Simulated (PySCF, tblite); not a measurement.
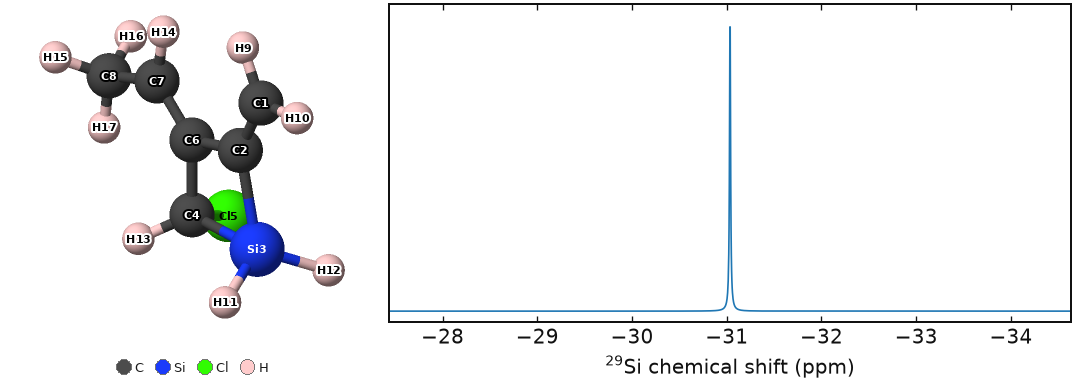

Spectrum and numbered structure of C₆H₉ClSi, SMILES C=C1[SiH2][C@H](Cl)/C1=C\C. GIAO shifts, PBE0/pcSseg-1, PySCF, at a GFN2-xTB geometry (a minimum by its frequencies), against TMS for ²⁹Si computed at the same level. Gas phase, fully decoupled, line heights follow the number of nuclei, widths are arbitrary (no quadrupolar broadening); values of one conformer, averaged over methyl-type rotors and exact or near symmetry.

Question: Where does the ²⁹Si line lie?

Answer: At −31.0 ppm (Si3).

Caveats: the tight-binding geometry is rougher than a DFT one and adds to the error.
